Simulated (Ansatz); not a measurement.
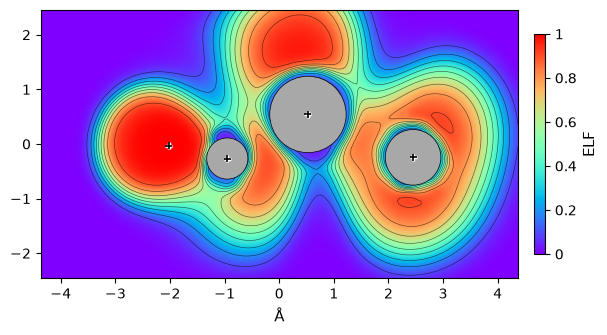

The ELF on a plane through atoms (crosses mark nuclei in the plane; grey discs cover the cores).

All numbers below come from Ansatz, isolated molecule in a Gaussian basis; Kohn-Sham density functional theory, functional PBE0.

Candidates:
A. CHClSi (SMILES C#[Si]Cl)
B. FH$_{2}$NOZn (SMILES [F][Zn-]1[NH2+][O]1)
C. CH$_{6}$AlBO (SMILES B[O][AlH][CH3])

> Which system is this?

Candidate A: CHClSi on the molecular plane, which holds C, Cl, Si and H. C–Si (1.68 Å): the ELF peaks at about 0.85 between the atoms, as expected for localised, covalent bonding. Si–Cl (2.08 Å): the ELF peaks at about 0.85 between the atoms (a shared but strongly polarised pair).
